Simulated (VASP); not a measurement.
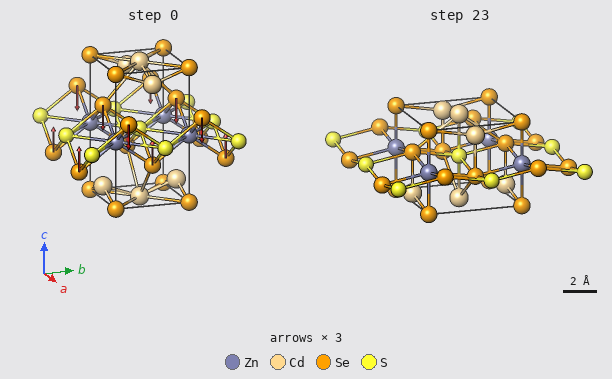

The structure of a crystal of ZnCd₃Se₃S (a generated structure, set up in P-4m2) before (left) and after (right) a relaxation, at one scale. The red arrows give the displacements (the part carried along by the change of the cell is left out), 3 times their true length.

The picture is a ball-and-stick view of the cell of the calculation, seen slightly off an axis.

The run lets cell and atoms move.

Level of theory: Kohn-Sham DFT of a periodic cell, PBE, VASP PAW PBE potentials, recommended (VASP 6.6.1).

Input
```
PREC     = Normal         # precision mode
ENCUT    = 520            # plane-wave cutoff, eV
EDIFF    = 1E-4           # SCF threshold, eV
ISMEAR   = 0              # smearing method
SIGMA    = 0.15           # smearing width, eV
LREAL    = False          # projectors in reciprocal space
LASPH    = True           # aspherical terms in the spheres
NELM     = 60             # most SCF steps
ALGO     = Fast           # electronic algorithm
ISIF     = 3              # what is computed and relaxed
LWAVE    = False          # write WAVECAR
LCHARG   = False          # write CHGCAR
GGA      = PE             # functional
IBRION   = 2              # ionic algorithm
NSW      = 24             # ionic steps
EDIFFG   = -0.08          # ionic threshold
```

Launched with:
```bash
cat potpaw_PBE.64/Zn/POTCAR potpaw_PBE.64/Cd/POTCAR potpaw_PBE.64/Se/POTCAR potpaw_PBE.64/S/POTCAR > POTCAR
mpirun -np 1 vasp_std > vasp.out
```

Summarise the run.

The relaxation stopped without meeting its thresholds, so the last structure isn't shown to be converged. The largest moves relative to the cell, 0.55 Å, are those of Se atoms. Largest moves by element: Se 0.55 Å, Cd 0.03 Å. Zn and S stay in place. The volume changes by +0.4 %, with a = b 4.747 → 6.031 Å (+27.0 %), c 8.542 → 5.312 Å (−37.8 %). Near-neighbour distances that change, for instance: Cd–Se 5.114 → 2.600 Å, Se–Zn 4.271 → 2.656 Å, Cd–S 4.271 → 2.656 Å, Cd–Se 3.357 → 4.265 Å. New bonds form: Cd–Se (5.11 → 2.60 Å), Se–Zn (4.27 → 2.66 Å). Among the angles between lasting bonds that change: Se–Cd–Se 140.3° → 158.8°, Cd–Se–Cd 140.3° → 158.8°, Cd–Se–Cd 96.6° → 91.9°. The space group stays P-4m2 (No. 115). After 23 geometry steps the energy has fallen by 623 meV per atom. Largest force component: 2.6 eV/Å at the start, 0.64 eV/Å at the end. The pressure goes from 7.79 to −1.18 GPa. It ran on 1 thread of Intel(R) Xeon(R) Platinum 8488C (Sapphire Rapids), with other jobs on the host.
